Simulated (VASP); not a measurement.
## Driving VASP from ASE on LaAl

Do ASE scripts that read LaAl from different structure formats give one answer, and do several routes find one equilibrium volume? All runs use LDA. Left out of this account: 1 further run (self-consistent run: a reference on another mesh). The start is a computed cell from the Materials Project.

Main program and level: VASP 6.6.1; LDA; plane waves and PAW (La, Al).

## Step 1: The structure

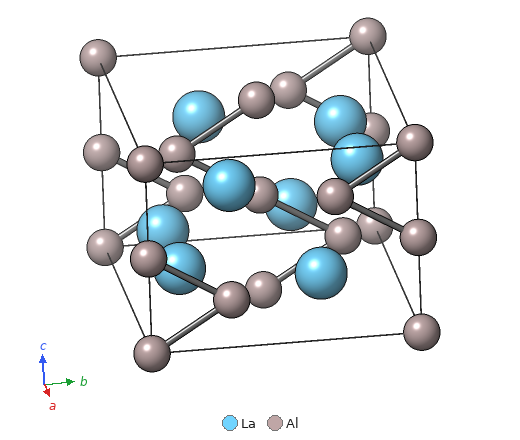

Start, viewed slightly off an axis; lanthanum blue, aluminium light grey. This picture shows the conventional cell, with its axes. Some periodic images of atoms are drawn too.

## Step 2: A single point (LDA, through ASE)

A single point through ASE, with the structure read from a POSCAR.

The input, run.py:

```python
import numpy as np
from ase.calculators.vasp import Vasp
from ase.io import read
from ase.dft.bandgap import bandgap

atoms = read('structure.vasp')

calc = Vasp(
    xc='lda',
    pp='LDA',
    prec='Accurate',
    encut=400,
    ediff=1e-06,
    nelm=100,
    ismear=-1,
    sigma=0.05,
    lreal=False,
    algo='Normal',
    nbands=36,
    lasph=True,
    lorbit=11,
    lwave=False,
    lcharg=False,
    kpar=8,
    isif=2,
    pp_version='64',
    setups={'La': '', 'Al': ''},
    kpts=(5, 5, 5),
    gamma=True,
    txt='vasp.out',
)
atoms.calc = calc

print("energy (eV):", round(atoms.get_potential_energy(), 6))
print("Fermi level (eV):", round(calc.get_fermi_level(), 4))
print("forces (eV/A):")
print(np.round(atoms.get_forces(), 4))
print("stress (GPa, Voigt, tension positive):", np.round(atoms.get_stress() * 160.21766, 3))
gap, p1, p2 = bandgap(calc, direct=False)
print("gap on the mesh (eV):", round(gap, 4))
```

The input, structure.vasp:

```
LaAl
1.0
    4.7357204697     -3.8973088609      0.0000000000
    4.7357204697      3.8973088609      0.0000000000
    0.0000000000      0.0000000000      5.7422780900
La Al
4 4
Direct
    0.4868990900      0.1583260200      0.7500000000
    0.5131009100      0.8416739800      0.2500000000
    0.8416739800      0.5131009100      0.7500000000
    0.1583260200      0.4868990900      0.2500000000
    0.3016847500      0.6983152500      0.7500000000
    0.6983152500      0.3016847500      0.2500000000
    0.0000000000      0.0000000000      0.5000000000
    0.0000000000      0.0000000000      0.0000000000
```

The projector-augmented-wave data sets are La and Al (LDA family, release 64).

Command:

```bash
> export ASE_VASP_COMMAND="mpirun -np 8 vasp_std"
> python run.py
```

The program printed:

```text
energy (eV): -42.151506
Fermi level (eV): 7.591
forces (eV/A):
[[ 0.0124 -0.0124  0.    ]
 [-0.0124  0.0124  0.    ]
 [-0.0124 -0.0124  0.    ]
 [ 0.0124  0.0124 -0.    ]
 [-0.     -0.0999 -0.    ]
 [-0.      0.0999  0.    ]
 [-0.      0.      0.    ]
 [-0.      0.      0.    ]]
stress (GPa, Voigt, tension positive): [ 3.777  3.771  3.278 -0.    -0.    -0.   ]
gap on the mesh (eV): 0.0
```

The job ended after 28 s (8 MPI ranks of Intel Xeon Platinum 8488C (Sapphire Rapids), shared host; peak memory 2.4 GiB).

The logs omit lines about the potential files and the build; timing stands in the text.

The INCAR that ASE wrote:

```
ENCUT = 400.000000
SIGMA = 0.050000
EDIFF = 1.00e-06
ALGO = Normal
PREC = Accurate
ISIF = 2
ISMEAR = -1
KPAR = 8
LORBIT = 11
NBANDS = 36
NELM = 100
LASPH = .TRUE.
LCHARG = .FALSE.
LWAVE = .FALSE.
LREAL = .FALSE.
```

The KPOINTS that ASE wrote:

```
KPOINTS created by Atomic Simulation Environment
0
Gamma
5 5 5
0 0 0
```

vasp.out:

```text
[banner, memory and clock lines left out]
running    8 mpi-ranks, on    1 nodes
 distrk:  each k-point on    1 cores,    8 groups
 distr:  one band on    1 cores,    1 groups

 POSCAR found type information on POSCAR LaAl
 POSCAR found :  2 types and       8 ions
|                                                                             |
|           W    W    AA    RRRRR   N    N  II  N    N   GGGG   !!!           |
|           W    W   A  A   R    R  NN   N  II  NN   N  G    G  !!!           |
|           W    W  A    A  R    R  N N  N  II  N N  N  G       !!!           |
|           W WW W  AAAAAA  RRRRR   N  N N  II  N  N N  G  GGG   !            |
|           WW  WW  A    A  R   R   N   NN  II  N   NN  G    G                |
|           W    W  A    A  R    R  N    N  II  N    N   GGGG   !!!           |
|                                                                             |
|     For optimal performance we recommend to set                             |
|       NCORE = 2 up to number-of-cores-per-socket                            |
|     NCORE specifies how many cores store one orbital (NPAR=cpu/NCORE).      |
|     This setting can greatly improve the performance of VASP for DFT.       |
|     The default, NCORE=1 might be grossly inefficient on modern             |
|     multi-core architectures or massively parallel machines. Do your        |
|     Unfortunately you need to use the default for GW and RPA                |
|     calculations (for HF NCORE is supported but not extensively tested      |
|     yet).                                                                   |
|                                                                             |

 LDA part: xc-table for (Slater(with rela. corr.)+CA(PZ))
 , standard interpolation
 POSCAR, INCAR and KPOINTS ok, starting setup
 FFT: planning ... GRIDC
 FFT: planning ... GRID_SOFT
 FFT: planning ... GRID
 WAVECAR not read
 entering main loop
       N       E                     dE             d eps       ncg     rms          rms(c)
DAV:   1     0.604383276474E+03    0.60438E+03   -0.16122E+04  1944   0.158E+03
DAV:   2     0.803469952139E+02   -0.52404E+03   -0.51274E+03  3136   0.377E+02
DAV:   3    -0.290701830824E+02   -0.10942E+03   -0.10803E+03  3324   0.232E+02
DAV:   4    -0.405273680352E+02   -0.11457E+02   -0.11295E+02  3808   0.802E+01
DAV:   5    -0.421744636591E+02   -0.16471E+01   -0.16286E+01  3888   0.285E+01    0.638E+00
DAV:   6    -0.422129868440E+02   -0.38523E-01   -0.32447E+00  3752   0.117E+01    0.328E+00
DAV:   7    -0.421712755321E+02    0.41711E-01   -0.62539E-01  3784   0.614E+00    0.881E-01
DAV:   8    -0.421706494837E+02    0.62605E-03   -0.10338E-01  3736   0.223E+00    0.284E-01
DAV:   9    -0.421719000870E+02   -0.12506E-02   -0.17930E-02  3816   0.108E+00    0.201E-01
DAV:  10    -0.421721589045E+02   -0.25882E-03   -0.34147E-03  3664   0.463E-01    0.483E-02
DAV:  11    -0.421721834284E+02   -0.24524E-04   -0.62752E-04  3424   0.208E-01    0.123E-02
DAV:  12    -0.421721938277E+02   -0.10399E-04   -0.11064E-04  3656   0.764E-02    0.862E-03
DAV:  13    -0.421721952758E+02   -0.14481E-05   -0.18005E-05  2552   0.321E-02    0.273E-03
DAV:  14    -0.421721956865E+02   -0.41065E-06   -0.40353E-06  2392   0.165E-02
   1 F= -.42172196E+02 E0= -.42151506E+02  d E =-.413798E-01
```

Parts of OUTCAR (step 2):

```text
ion  position               nearest neighbor table
   1  0.487  0.158  0.750-   5 3.24   5 3.29   6 3.34   6 3.34   3 3.36   8 3.43   7 3.43   2 3.45
                             2 3.45
   2  0.513  0.842  0.250-   6 3.24   6 3.29   5 3.34   5 3.34   4 3.36   7 3.43   8 3.43   1 3.45
                             1 3.45
   3  0.842  0.513  0.750-   5 3.24   5 3.29   6 3.34   6 3.34   1 3.36   8 3.43   7 3.43   4 3.45
                             4 3.45
   4  0.158  0.487  0.250-   6 3.24   6 3.29   5 3.34   5 3.34   2 3.36   7 3.43   8 3.43   3 3.45
                             3 3.45
   5  0.302  0.698  0.750-   7 2.76   8 2.76   1 3.24   3 3.24   3 3.29   1 3.29   4 3.34   2 3.34
                             4 3.34   2 3.34
   6  0.698  0.302  0.250-   7 2.76   8 2.76   2 3.24   4 3.24   2 3.29   4 3.29   1 3.34   1 3.34
                             3 3.34   3 3.34
   7  0.000  0.000  0.500-   5 2.76   6 2.76   8 2.87   8 2.87   2 3.43   3 3.43   4 3.43   1 3.43

  LATTYP: Found a base centered orthorhombic cell.
 ALAT       =     7.7946177218
 B/A-ratio  =     1.2151257801
 C/A-ratio  =     0.7366978465

 Subroutine GETGRP returns: Found  8 space group operations
 (whereof  4 operations were pure point group operations)

The static configuration has the point symmetry C_2h.
 The point group associated with its full space group is D_2h.

 Found     27 irreducible k-points:

   k-points           NKPTS =     27   k-points in BZ     NKDIM =     27   number of bands    NBANDS=     36

   dimension x,y,z NGX =    40 NGY =   40 NGZ =   40
   dimension x,y,z NGXF=    80 NGYF=   80 NGZF=   80

   ENCUT  =  400.0 eV  29.40 Ry    5.42 a.u.  10.00 10.00  9.36*2*pi/ulx,y,z

   NELECT =      56.0000    total number of electrons

 k-points in reciprocal lattice and weights: KPOINTS created by Atomic Simulation Env
   0.00000000  0.00000000  0.00000000       0.008
   0.20000000  0.00000000  0.00000000       0.032
   0.40000000 -0.00000000  0.00000000       0.032
   0.20000000  0.20000000  0.00000000       0.016
   0.40000000  0.20000000  0.00000000       0.032
  -0.40000000  0.20000000  0.00000000       0.032
  -0.20000000  0.20000000  0.00000000       0.016
   0.40000000  0.40000000  0.00000000       0.016
  -0.40000000  0.40000000  0.00000000       0.016
[...]
0.40000000  0.40000000  0.40000000       0.032
  -0.40000000  0.40000000  0.40000000       0.032

 average (electrostatic) potential at core
       1 -96.5011       2 -96.5011       3 -96.5011       4 -96.5011       5 -70.2948
       6 -70.2948       7 -70.5573       8 -70.5573

 E-fermi :   7.5910

 k-point     1 :       0.0000    0.0000    0.0000
  band No.  band energies     occupation
    ...
     25       6.2583      2.00000
     26       6.5918      2.00000
     27       6.7164      2.00000
     28       7.0753      1.99993
     29       7.1229      1.99983
     30       8.4544      0.00000
     31       8.6752      0.00000
     32       8.7509      0.00000
     33       8.9492      0.00000
     34       8.9869      0.00000
    ...

 k-point     2 :       0.2000    0.0000    0.0000
  band No.  band energies     occupation
    ...
     25       6.4762      2.00000
     26       6.6225      2.00000
     27       6.7849      2.00000
     28       6.9649      1.99999
     29       7.5648      1.25642
     30       8.2664      0.00000
     31       8.4548      0.00000
     32       8.5881      0.00000
     33       8.7209      0.00000
     34       8.9811      0.00000
    ...

 k-point     3 :       0.4000   -0.0000    0.0000
  band No.  band energies     occupation
    ...
     23       5.6984      2.00000
     24       5.8905      2.00000
     25       6.0714      2.00000
     26       6.6879      2.00000
     27       7.0654      1.99995
     28       7.7849      0.04054
     29       7.7893      0.03721
     30       8.1016      0.00007
     31       8.1972      0.00001
     32       8.4190      0.00000
    ...

  Total       -4.9968621     -4.9885656     -4.3370490      0.0000000     -0.0000000      0.0000000
  in kB      -37.7696398    -37.7069293    -32.7823291      0.0000000     -0.0000000      0.0000000
  external PRESSURE =     -36.0862994 kB  Pullay stress =       0.0000000 kB

  energy-cutoff  :      400.00
  volume of cell :      211.97
      direct lattice vectors                 reciprocal lattice vectors
     4.735720470 -3.897308861  0.000000000     0.105580556 -0.128293655  0.000000000
     4.735720470  3.897308861  0.000000000     0.105580556  0.128293655  0.000000000
     0.000000000  0.000000000  5.742278090     0.000000000  0.000000000  0.174146912

 POSITION                                       TOTAL-FORCE (eV/Angst)
 -----------------------------------------------------------------------------------
      3.05561     -1.28055      4.30671         0.012381     -0.012372      0.000000
      6.41584      1.28055      1.43557        -0.012381      0.012372      0.000000
      6.41584     -1.28055      4.30671        -0.012381     -0.012372      0.000000
      3.05561      1.28055      1.43557         0.012381      0.012372     -0.000000
      4.73572      1.54579      4.30671        -0.000000     -0.099882     -0.000000
      4.73572     -1.54579      1.43557        -0.000000      0.099882      0.000000
      0.00000      0.00000      2.87114        -0.000000      0.000000      0.000000
      0.00000      0.00000      0.00000        -0.000000      0.000000      0.000000
 -----------------------------------------------------------------------------------
    total drift:                                0.000000      0.000000     -0.000000

  FREE ENERGIE OF THE ION-ELECTRON SYSTEM (eV)
  ---------------------------------------------------
  free  energy   TOTEN  =       -42.1721956865 eV

  energy  without entropy=      -42.1308158686  energy(sigma->0) =      -42.15150578

 total charge
# of ion       s       p       d       f       tot
--------------------------------------------------
    1        2.056   5.579   0.869   0.124   8.627
    2        2.056   5.579   0.869   0.124   8.627
    3        2.056   5.579   0.869   0.124   8.627
    4        2.056   5.579   0.869   0.124   8.627
    5        0.455   0.375   0.000   0.000   0.830
    6        0.455   0.375   0.000   0.000   0.830
    7        0.434   0.359   0.000   0.000   0.793
    8        0.434   0.359   0.000   0.000   0.793
--------------------------------------------------
tot         10.001  23.782   3.474   0.495  37.753

[... 3 further parts left out ...]
```

The k-mesh is coarse for a metal. At this level the cell is under a tension of 3.6 GPa, so at these settings it is away from equilibrium.

Numbers from this step:

```
SCF cycles              : 14
electrons               : 56
bands                   : 36
irreducible k-points    : 27
symmetry operations     : 8
free energy (TOTEN)     : -42.17 eV
energy at zero smearing : -42.15 eV
Fermi energy            : 7.591 eV
pressure                : -3.609 GPa
metallic                : yes
```

Force by atom:

| atom | x (eV/Å) | y (eV/Å) | z (eV/Å) | size |
| --- | --- | --- | --- | --- |
| La1 | 0.0124 | -0.0124 | 0.0000 | 0.0175 |
| La2 | -0.0124 | 0.0124 | 0.0000 | 0.0175 |
| La3 | -0.0124 | -0.0124 | 0.0000 | 0.0175 |
| La4 | 0.0124 | 0.0124 | 0.0000 | 0.0175 |
| Al5 | 0.0000 | -0.0999 | 0.0000 | 0.0999 |
| Al6 | 0.0000 | 0.0999 | 0.0000 | 0.0999 |
| Al7 | 0.0000 | 0.0000 | 0.0000 | 0.0000 |
| Al8 | 0.0000 | 0.0000 | 0.0000 | 0.0000 |

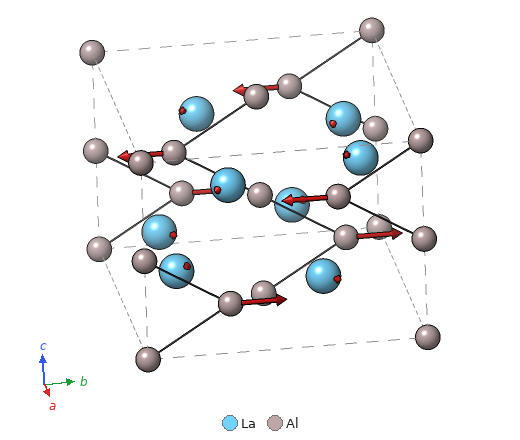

Force as arrows, the longest 0.0999 eV/Å. Some periodic images of atoms are drawn too.

The pressure is -3.61 GPa and the largest force 0.100 eV/Å, so the cell is not at a minimum at these settings.

(Continued in part 2 of 4.)

[Lines on the potential files, build, host, timing and source positions are cut from VASP's logs without a mark.]

[Logs are printed without paths, hosts, clocks, repeated set-up lines and the standing remarks that a program may print on its own settings, such as how far it seeks lower states.]

[Hosts, paths, dates, database ids (printed as entryN), source tags and the programs' standing remarks are cut or masked in the printed files.]

[A measured line is paired with the nearest computed mode of its activity, which favours agreement.]
